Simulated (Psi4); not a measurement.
**CH4Si (SMILES C[SiH]) at CCSD(T)/def2-TZVP**

Aim: the energy change on altering one bond length of CH4Si at CCSD(T)/def2-TZVP, from 2 runs. 

The calculation is run with Psi4 1.11.

1 further run of the same task is left out (set aside as unsound or not needed).

## Step 1: The molecule

CH4Si: 6 atoms, total charge 0, spin state singlet. SMILES: `C[SiH]`. The shape is that of a PBE0-D4/def2-TZVP optimisation.

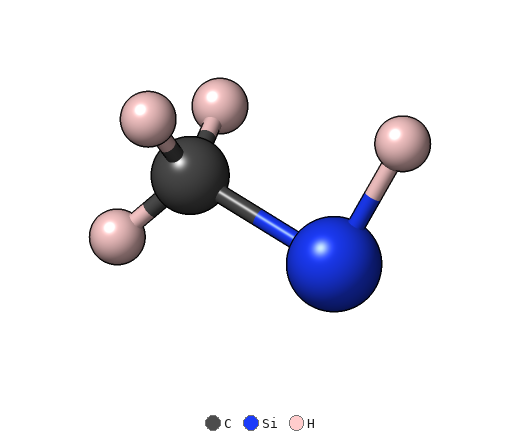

Viewed from a chosen angle; carbon dark grey, silicon blue, hydrogen pink.

## Step 2: A single-point energy at CCSD(T)/def2-TZVP

Contents of job.json:

```json
{
  "schema_name": "qcschema_input",
  "schema_version": 1,
  "molecule": {
    "schema_name": "qcschema_molecule",
    "schema_version": 2,
    "symbols": ["C", "Si", "H", "H", "H", "H"],
    "geometry": [-0.17668939, -0.69163976, -0.69976558, 1.73344577, 0.39646454, 2.12083963, -2.18622415, -0.77497668, -0.19313001, 0.40629112, -2.52391821, -1.44186103, -0.04535343, 0.72187538, -2.21249135, 0.26871905, 2.87238371, 2.42640834],
    "molecular_charge": 0,
    "molecular_multiplicity": 1,
    "fix_symmetry": "c1"
  },
  "driver": "energy",
  "model": {
    "method": "ccsd(t)",
    "basis": "def2-TZVP"
  },
  "keywords": {
    "reference": "rhf",
    "puream": true,
    "e_convergence": 1e-09,
    "d_convergence": 1e-08,
    "scf_type": "pk",
    "num_frozen_docc": 6
  }
}
```

Launch:

```sh
$ psi4 --qcschema job.json -n 1 --memory 2200MB
```

stdout:

```text
[...]
  Running in c1 symmetry.
[...]
  Nuclear repulsion =   48.603693730984361
[...]
  Multiplicity = 1
[...]
  Nalpha       = 12
  Nbeta        = 12
[...]
    Number of basis functions: 92
[...]
   @RHF iter   1:  -329.00705917309028   -6.35754e-01   4.13461e-03 ADIIS/DIIS
[...]
   @RHF iter  10:  -329.08739452342576   -2.05205e-11   8.23573e-09 DIIS
[...]
    Orbital Energies [Eh]
    ---------------------
    Doubly Occupied:
       1A    -68.783199     2A    -11.208028     3A     -6.130655
       4A     -4.233769     5A     -4.232482     6A     -4.231826
       7A     -0.946878     8A     -0.635523     9A     -0.561991
      10A     -0.553216    11A     -0.440278    12A     -0.318410
[...]
  @RHF Final Energy:  -329.08739452342576
   => Energetics <=
    Nuclear Repulsion Energy =             48.6036937309843609
    One-Electron Energy =                -550.8296685580372696
    Two-Electron Energy =                 173.1385803036271795
    Total Energy =                       -329.0873945234257576
[...]
 Multipole Moments:
 ------------------------------------------------------------------------------------
     Multipole            Electronic (a.u.)      Nuclear  (a.u.)        Total (a.u.)
 ------------------------------------------------------------------------------------
 L = 1.  Multiply by 2.5417464519 to convert [e a0] to [Debye]
 Dipole X            :          2.5028618           -2.7843295           -0.2814677
 Dipole Y            :         -0.0573046            0.0109674           -0.0463372
 Dipole Z            :          2.5953788           -2.9256978           -0.3303190
 Magnitude           :                                                    0.4364423
[...]
      * MP2 total energy                      = -329.360594321556334
[...]
      * CCSD total energy                     = -329.398440208427417
[...]
      * CCSD(T) total energy                  = -329.409469333218453
[...]
```

The result, in JSON:

```text
{
 "driver": "energy",
 "model": {
  "method": "ccsd(t)",
  "basis": "def2-TZVP"
 },
 "success": true,
 "return_result": -329.40946933321845,
 "properties": {
  "calcinfo_nbasis": 92,
  "calcinfo_nmo": 92,
  "calcinfo_nalpha": 12,
  "calcinfo_nbeta": 12,
  "calcinfo_natom": 6,
  "nuclear_repulsion_energy": 48.60369373098436,
  "return_energy": -329.40946933321845,
  "scf_one_electron_energy": -550.8296685580373,
  "scf_two_electron_energy": 173.13858030362718,
  "scf_dipole_moment": [-0.2814677027253625, -0.046337207360532914, -0.330318991390564],
  "scf_total_energy": -329.08739452342576,
  "scf_iterations": 10,
  "mp2_same_spin_correlation_energy": -0.051552062009375316,
  "mp2_opposite_spin_correlation_energy": -0.22164773611904284,
  "mp2_singles_energy": -3.629801791652363e-27,
  "mp2_doubles_energy": -0.27319979812841816,
  "mp2_correlation_energy": -0.27319979812841816,
  "mp2_total_energy": -329.36059432155633,
  "ccsd_same_spin_correlation_energy": -0.04998191481751013,
  "ccsd_opposite_spin_correlation_energy": -0.2610637701820123,
  "ccsd_singles_energy": 0.0,
  "ccsd_doubles_energy": -0.31104568499952245,
  "ccsd_correlation_energy": -0.31104568499952256,
  "ccsd_total_energy": -329.3984402084274,
  "ccsd_iterations": 17,
  "ccsd_prt_pr_correlation_energy": -0.3220748097905115,
  "ccsd_prt_pr_total_energy": -329.40946933321845
 }
}
```

It took 29 s on 1 thread of AMD EPYC 7R43 (Zen 3), shared host; peak memory 0.85 GiB.

## Step 3: The distorted shape, same level

Contents of ch4si.xyz:

```xyz
6
CH4Si
C      1.182545    -0.313081    -0.692011
Si     2.193345     0.262719     0.800589
H     -1.156900    -0.410100    -0.102200
H      1.491045    -1.282681    -1.084711
H      1.252045     0.434919    -1.492511
H      1.418245     1.572919     0.962289
```

Contents of run_ase.py:

```python
import numpy as np
from ase.calculators.psi4 import Psi4
from ase.io import read

a = read('ch4si.xyz')
calc = Psi4(atoms=a, method='ccsd(t)', basis='def2-TZVP', memory='2200MB', num_threads=1, charge=0, multiplicity=1, label='calc')
calc.psi4.set_options({'puream': True, 'e_convergence': 1e-09, 'd_convergence': 1e-08, 'scf_type': 'pk', 'num_frozen_docc': 6})
a.calc = calc

print(f'energy: {a.get_potential_energy():.6f} eV')
```

Launch:

```sh
$ python run_ase.py
```

calc.dat:

```text
[...]
  Running in c1 symmetry.
[...]
  Nuclear repulsion =   45.863788213687393
[...]
  Multiplicity = 1
[...]
  Nalpha       = 12
  Nbeta        = 12
[...]
    Number of basis functions: 92
[...]
   @RHF iter   1:  -328.69682777043846   -7.17647e-01   4.85237e-03 ADIIS/DIIS
[...]
   @RHF iter  13:  -328.89351655322616   -1.30171e-11   7.07659e-09 DIIS
[...]
    Orbital Energies [Eh]
    ---------------------
    Doubly Occupied:
       1A    -68.806997     2A    -11.302992     3A     -6.153663
       4A     -4.256585     5A     -4.255533     6A     -4.254738
       7A     -0.943218     8A     -0.657754     9A     -0.600400
      10A     -0.471710    11A     -0.376204    12A     -0.313174
[...]
  @RHF Final Energy:  -328.89351655322616
   => Energetics <=
    Nuclear Repulsion Energy =             45.8637882136873927
    One-Electron Energy =                -544.7286761891300557
    Two-Electron Energy =                 169.9713714222164640
    Total Energy =                       -328.8935165532262204
[...]
 Multipole Moments:
 ------------------------------------------------------------------------------------
     Multipole            Electronic (a.u.)      Nuclear  (a.u.)        Total (a.u.)
 ------------------------------------------------------------------------------------
 L = 1.  Multiply by 2.5417464519 to convert [e a0] to [Debye]
 Dipole X            :          4.5474064           -3.8703649            0.6770416
 Dipole Y            :          0.1283049           -0.0340717            0.0942332
 Dipole Z            :          2.3445821           -2.6518912           -0.3073091
 Magnitude           :                                                    0.7494692
[...]
      * MP2 total energy                      = -329.183301240153810
[...]
      * CCSD total energy                     = -329.240138887953663
[...]
      * CCSD(T) total energy                  = -329.263244493173374
```

Standard output:

```text
energy: -8959.709250 eV
```

Wall time 35 s (1 thread of AMD EPYC 7R43 (Zen 3), shared host); peak memory 0.86 GiB.

## Step 4: Results

At CCSD(T)/def2-TZVP, 6 core orbitals frozen:

```
                                                         quantity          value
                                        first shape: total energy  -329.40947 Eh
                 first shape: HOMO energy (Hartree–Fock orbitals)       -8.66 eV
                 first shape: LUMO energy (Hartree–Fock orbitals)        0.68 eV
               first shape: HOMO–LUMO gap (Hartree–Fock orbitals)        9.34 eV
         first shape: correlation energy (6 core orbitals frozen)     -322.1 mEh
                                      first shape: (T) correction     -11.03 mEh
                                       first shape: T1 diagnostic          0.013
                                    distorted shape: total energy  -329.26324 Eh
             distorted shape: HOMO energy (Hartree–Fock orbitals)       -8.52 eV
             distorted shape: LUMO energy (Hartree–Fock orbitals)       -0.82 eV
           distorted shape: HOMO–LUMO gap (Hartree–Fock orbitals)        7.70 eV
     distorted shape: correlation energy (6 core orbitals frozen)     -369.7 mEh
                                  distorted shape: (T) correction     -23.11 mEh
                                   distorted shape: T1 diagnostic          0.041
energy change with the C1–H3 bond stretched from 1.098 to 2.415 Å       3.979 eV
```

In words: One bond (distorted shape) is far stretched, which a spin-restricted single reference describes badly; perturbation theory on it can break down and give far too much correlation. With the C1–H3 bond stretched from 1.098 to 2.415 Å the energy rises by 3.98 eV (384 kJ/mol). The first shape isn't relaxed at this level, so the change isn't measured from a minimum. A restricted reference can't describe the breaking bond well at this length. The triples (first shape) make up 3.4 % of the correlation energy. The T1 diagnostic (distorted shape) of 0.041 is above the customary mark for such species, so a single reference may not serve. The triples (distorted shape) make up 6.2 % of the correlation energy.
